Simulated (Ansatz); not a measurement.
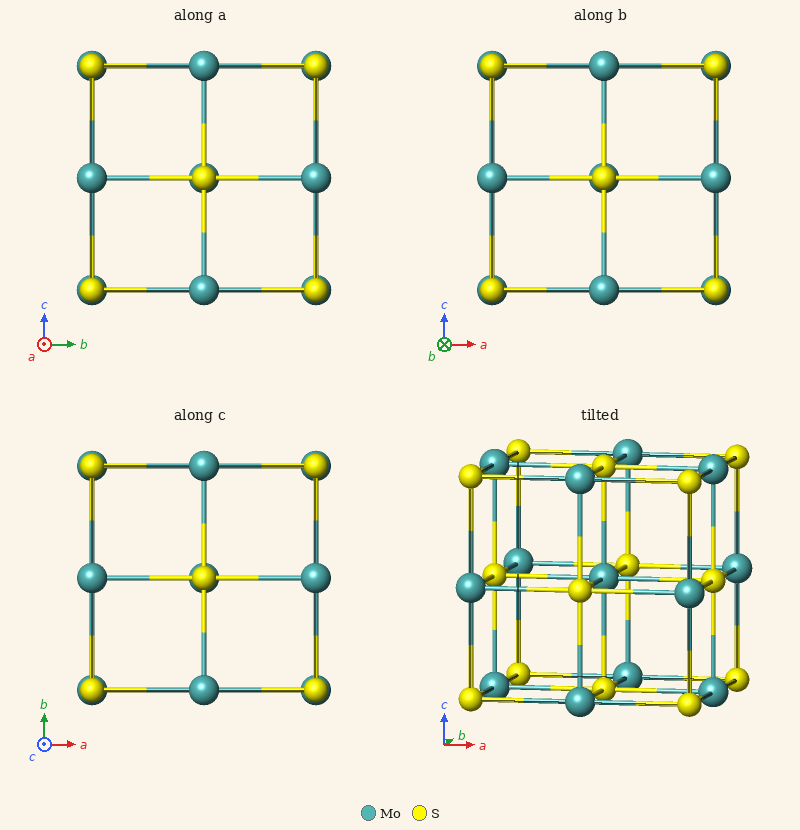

Shown here is a ball-and-stick view of the crystal, taken along the a axis, along the b axis, along the c axis and slightly off an axis. The frame is the drawn cell (a repeat of the simulation cell); atoms at its boundary are shown with their periodic copies.

Lattice parameters: a = 5.106 Å, b = 5.119 Å, c = 5.119 Å, α = 90.00°, β = 90.00°, γ = 90.00°. Put a along x and b in the xy plane.

### Set out the cell and atoms as a POSCAR file.

```
Mo S
1.0
     5.106    0.000    0.000
     0.000    5.119    0.000
     0.000    0.000    5.119
Mo S
4 4
Direct
  0.5000 0.0000 0.0000
  0.0000 0.5000 0.0000
  0.5000 0.5000 0.5000
  0.0000 0.0000 0.5000
  0.0000 0.0000 0.0000
  0.5000 0.5000 0.0000
  0.5000 0.0000 0.5000
  0.0000 0.5000 0.5000
```

Provenance: a structure type filled with these elements by a generator (whether the compound takes this form wasn't checked). It was relaxed at fixed volume with DFT r2SCAN, scalar-relativistic, plane waves, PAW (Ansatz 0.2.0).
